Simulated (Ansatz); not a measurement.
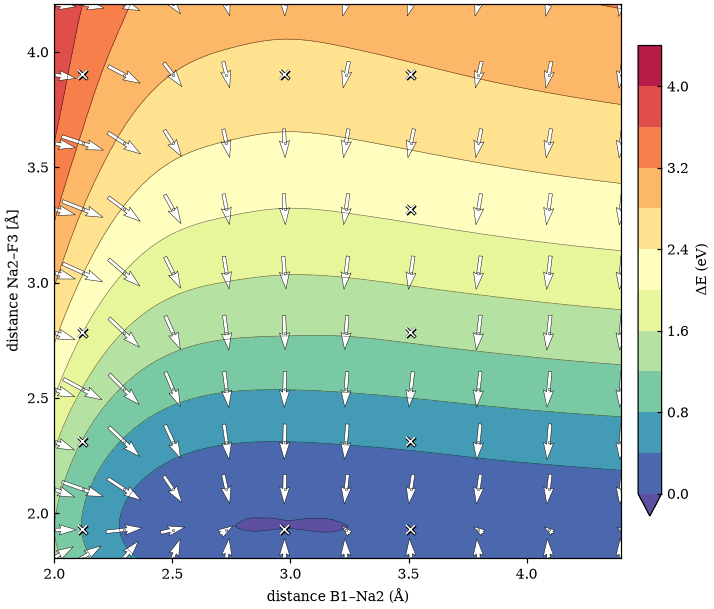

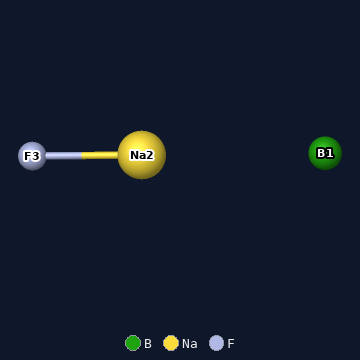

Energy landscape of the system B + NaF, spin multiplicity 2. 
- Coordinates scanned: (1) distance B1–Na2; (2) distance Na2–F3.
- Nothing is relaxed (the angle B1–Na2–F3 is fixed at 180 degrees).
- The grid has 11 × 11 points. At 11 points there is no value.
- Energies are in eV, from the lowest grid point.
- Computed with UKS CAM-B3LYP-D4/def2-SVPD (Ansatz).

Drawn: filled contours, crosses at grid points without a value, dots at the grid points, arrows along the force (downhill), their lengths compressed. Between grid points the surface is interpolated. The second picture is the structure at the lowest point.

Question: What does the map say about the system?

Answer: The lowest grid point is at distance B1–Na2 = 3.235 Å, distance Na2–F3 = 1.928 Å. Other grid points that lie below all their neighbours: distance B1–Na2 = 2.729 Å, distance Na2–F3 = 1.928 Å (0.007 eV higher); distance B1–Na2 = 3.796 Å, distance Na2–F3 = 1.928 Å (0.09 eV higher). The highest grid point, distance B1–Na2 = 2.000 Å, distance Na2–F3 = 4.208 Å, lies 4.02 eV above the lowest.

Grid values (eV):

| distance Na2–F3 ↓, distance B1–Na2 → | 2.000 | 2.120 | 2.296 | 2.502 | 2.729 | 2.975 | 3.235 | 3.510 | 3.796 | 4.093 | 4.400 |
| --- | --- | --- | --- | --- | --- | --- | --- | --- | --- | --- | --- |
| 4.208 | 4.02 | 3.60 | 3.23 | 3.05 | 2.97 | 2.93 | 2.96 | 3.03 | 3.10 | 3.16 | 3.22 |
| 3.901 | 3.83 | – | 3.02 | 2.79 | 2.70 | – | 2.69 | – | 2.82 | 2.88 | 2.93 |
| 3.604 | 3.59 | 3.14 | 2.72 | 2.49 | 2.39 | 2.34 | 2.37 | 2.43 | 2.50 | 2.56 | 2.61 |
| 3.318 | 3.27 | 2.79 | 2.38 | 2.14 | 2.04 | 1.99 | 2.02 | – | 2.14 | 2.20 | 2.25 |
| 3.043 | 2.89 | 2.41 | 1.99 | 1.76 | 1.66 | 1.61 | 1.63 | 1.69 | 1.75 | 1.81 | 1.86 |
| 2.783 | 2.48 | – | 1.59 | 1.35 | 1.25 | 1.22 | 1.22 | – | 1.33 | 1.39 | 1.43 |
| 2.537 | 2.05 | 1.58 | 1.16 | 0.92 | 0.82 | 0.80 | 0.82 | 0.87 | 0.92 | 0.97 | 1.01 |
| 2.310 | 1.66 | – | 0.77 | 0.52 | 0.42 | 0.40 | 0.42 | – | 0.52 | 0.57 | 0.61 |
| 2.104 | 1.33 | 0.88 | 0.46 | 0.22 | 0.11 | 0.09 | 0.11 | 0.15 | 0.20 | 0.25 | 0.28 |
| 1.928 | 1.20 | – | 0.36 | 0.12 | 0.01 | – | 0.00 | – | 0.09 | 0.13 | 0.16 |
| 1.808 | 1.31 | 0.91 | 0.49 | 0.24 | 0.13 | 0.10 | 0.12 | 0.15 | 0.20 | 0.24 | 0.27 |

The input of one point:

```yaml
crystal:
  periodic: [false, false, false]
  atoms:
    - { symbol: B, position_ang: [-3.235, 0.0, 0.0] }
    - { symbol: Na, position_ang: [0.0, 0.0, 0.0] }
    - { symbol: F, position_ang: [1.928, 0.0, 0.0] }
magnetization:
  spin_polarized: true
  initial_magnetization: 1
basis:
  gaussian: { orbitals: def2-SVPD }
hamiltonian:
  xc: { name: CAM-B3LYP }
  dispersion: d4
output:
  forces: true
```

Each point was launched as `ansatz run input.yaml --threads 1 --pin off --max-ram 2560MiB --backend cpu --events-out ev --progress --plain --runs-dir out`. The whole map (110 points run) took 14 min on 1 thread of Arm Neoverse V2 (shared host).
